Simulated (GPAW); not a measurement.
Consider Na on a Li site in LiC.

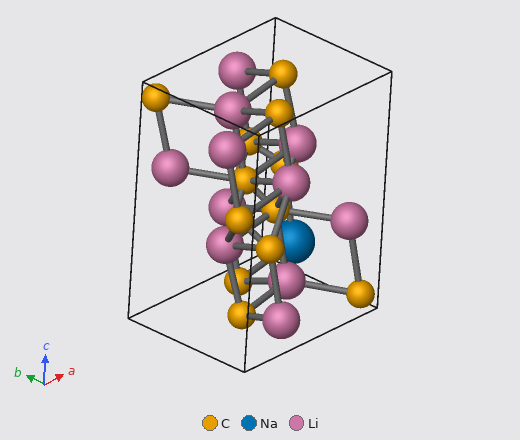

The structure (carbon orange, sodium blue, lithium pink).

```
C Na Li
1.0
    -5.47800    2.41560    2.71720
    -5.47800   -2.41560   -2.71720
     0.00000   -4.83120    5.43440
C Na Li
12 1 11
Direct
  0.43587 0.56466 0.56448
  0.58715 0.73024 0.05889
  0.75934 0.90730 0.56335
  0.93544 0.07857 0.05932
  0.10143 0.22983 0.56454
  0.29541 0.37027 0.07809
  0.06249 0.94819 0.92877
  0.23078 0.09760 0.43623
  0.39607 0.26960 0.92638
  0.56801 0.43590 0.43583
  0.71760 0.60299 0.92853
  0.91038 0.75574 0.46187
  0.96373 0.70181 0.13090
  0.13437 0.86929 0.62985
  0.29466 0.03632 0.13223
  0.46241 0.20401 0.62951
  0.62893 0.37137 0.13233
  0.79670 0.53147 0.62951
  0.36913 0.62985 0.86346
  0.52895 0.79674 0.37232
  0.69823 0.96783 0.86504
  0.86942 0.13748 0.37233
  0.03578 0.29644 0.86358
  0.21072 0.45498 0.37795
```

Absorber: atom 13, with 2 C at 2.39 Å, 2 C at 2.49 Å, 2 C at 2.50 Å and 1 Li at 2.68 Å (7-fold; the defect atom itself). Method: GPAW, LDA, excited-electron core hole (neutral cell), 24-atom cell with 6.6 Å between holes, 3×3×2 k points, dipole transitions, Gaussian full width 0.9 eV up to 4 eV, rising linearly to 3.5 eV at 25 eV.

Question: Where do the maxima of the Na K edge fall?

Main maxima up to 24 eV above the zero (height): 0.6 eV (0.75), 4.2 eV (1.22), 7.9 eV (1.31) and 12.8 eV (1.62). A K edge sees empty p states on the absorber. The total-energy difference is 1076.02 eV. One term is added: -11.92 eV, since the hole is spin-paired here and a spin-polarised one costs that much less in the free atom (computed apart). The photon energy is then 1064.10 eV. The tabulated edge of the element is 1070.8 eV. The functional leaves an error in such absolute values: in the free atom LDA prices this hole 5.9 eV below PBE (computed apart), and PBE is itself good to a few eV.

The Na K spectrum (energy from the bottom of the conduction band, which holds the excited electron; intensity scaled to a mean of 1 over the first 20 eV):

```csv
E (eV),isotropic,ε ∥ x,ε ∥ y,ε ∥ z
-2.0,0.00,0.00,0.00,0.00
-0.5,0.06,0.02,0.15,0.00
1.0,0.68,0.41,1.36,0.27
2.5,0.38,0.46,0.50,0.18
4.0,1.21,1.45,0.19,1.98
5.5,1.03,1.34,0.45,1.31
7.0,1.24,1.16,1.30,1.26
8.5,1.24,1.25,1.51,0.97
10.0,0.90,1.24,0.85,0.62
11.5,1.43,1.79,1.45,1.04
13.0,1.62,1.27,2.05,1.54
14.5,1.39,1.05,1.46,1.66
16.0,1.06,0.71,0.97,1.51
17.5,0.58,0.42,0.63,0.69
19.0,0.39,0.29,0.45,0.41
20.5,0.38,0.34,0.39,0.40
22.0,0.39,0.43,0.36,0.37
23.5,0.40,0.47,0.38,0.36
25.0,0.40,0.45,0.38,0.36
```

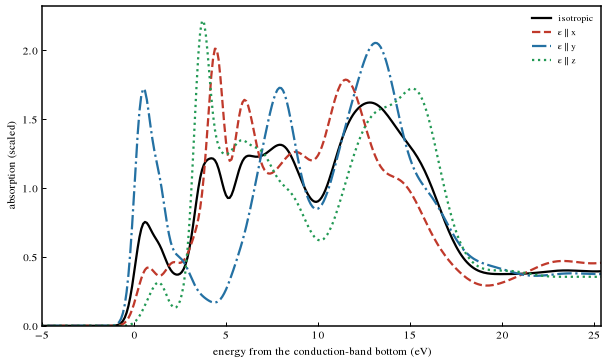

The Na K edge.

In so small a cell the defects form an ordered array, and no site is far from one. The mesh is coarse (0.44 Å⁻¹ between points), so small maxima may be mesh ripples.

[Banner, clock and machine lines of the logs are left out without a mark of their own.]

[Logs are printed without paths, hosts, clocks, repeated set-up lines and the standing remarks that a program may print on its own settings, such as how far it seeks lower states.]

[Hosts, paths, dates, database ids (printed as entryN), source tags and the programs' standing remarks are cut or masked in the printed files.]

[Lists of maxima count a maximum above −3 eV only where it reaches 4 % of the highest in the window and stands out from its surroundings by 2 % of it (1.5 % where it reaches 55 %); shoulders and weaker maxima are passed over, and of the rest the first, up to two pre-edge ones and the few strongest are named.]
